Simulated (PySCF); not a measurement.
C$_{6}$H$_{14}$N$_{2}$Si (SMILES C=C[Si](C=C)(NC)NC)

```xyz
23

Si   -0.1004    0.3290    0.0766
C    -0.2266    0.6501    1.9199
C    -0.8030   -0.2288    2.7484
H     0.1877    1.5698    2.3571
H    -1.2289   -1.1653    2.3682
H    -0.8808   -0.0627    3.8293
C     1.7120    0.1916   -0.3895
C     2.7110    0.1102    0.4978
H     1.9773    0.2015   -1.4567
H     2.5168    0.0909    1.5769
H     3.7643    0.0560    0.1973
N    -0.9396    1.6296   -0.6953
C    -1.0674    1.7987   -2.1207
H    -1.1067    2.4697   -0.1545
H    -0.3011    2.4623   -2.5677
H    -0.9771    0.8175   -2.6128
H    -2.0565    2.2032   -2.4003
N    -0.8617   -1.1315   -0.4511
C    -0.2827   -2.4481   -0.5309
H    -1.8716   -1.1070   -0.5415
H    -0.5278   -2.9539   -1.4823
H     0.8143   -2.3720   -0.4809
H    -0.5942   -3.1212    0.2909
```

Geometry: PBE0-D3(BJ)/def2-SVP.

All numbers below come from PBE0/pcSseg-1, SCF density, gas phase, non-relativistic (PySCF).

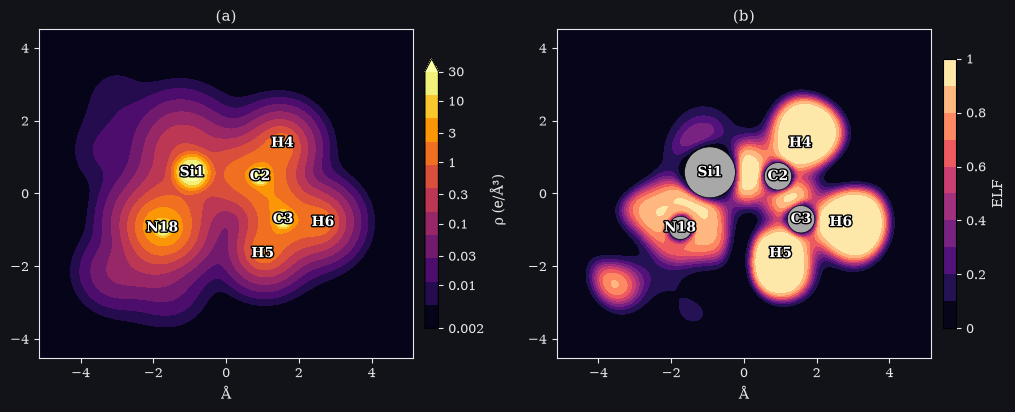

Figure 1. (a) total electron density; (b) ELF on the plane of atoms C3, C2 and H4. Grey discs cover the atomic cores in the ELF map.

> Read the bonding off the picture.

- The plane passes through Si, C, H and N nuclei.
- C–C (1.34 Å): ρ at the midpoint is about 2.2 e/Å³; the ELF peaks at about 0.90 between the atoms (a short, multiple covalent bond).
- Si–N (1.73 Å): the density is about 1.1 e/Å³ at the midpoint; the ELF peaks at about 0.90 between the atoms (a shared but strongly polarised pair).
- C–Si (1.88 Å): the density is about 0.96 e/Å³ at the midpoint; the ELF peaks at about 1 between the atoms: a covalent bond.
- C–H (1.10 Å): ρ is about 2 e/Å³ halfway; the ELF climbs to about 1 towards the hydrogen, as it does in any bond to H: an ordinary covalent bond to hydrogen.
- The ELF also peaks beside N18, away from the bonds: lone-pair regions.

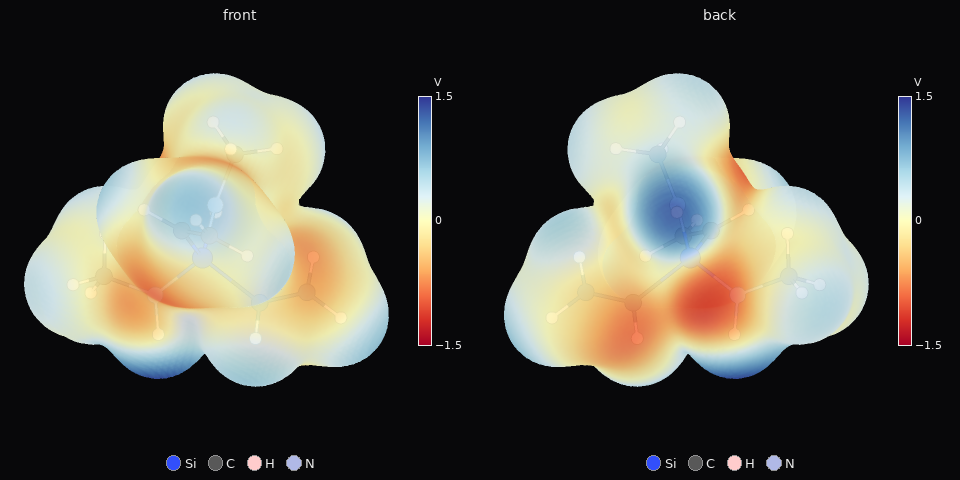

Figure 2. The electrostatic potential painted on the density surface at 0.002 e/bohr³, seen from the front and from behind; red is negative and blue positive.

> Where is the surface potential most negative and most positive?

The most negative region (about −1.0 V) lies over N12, the most positive (about +1.3 V) over H14 and H20. N12 is the likeliest acceptor of a hydrogen bond.

> What dipole moment does the calculation give?

Its dipole moment is 0.42 D.
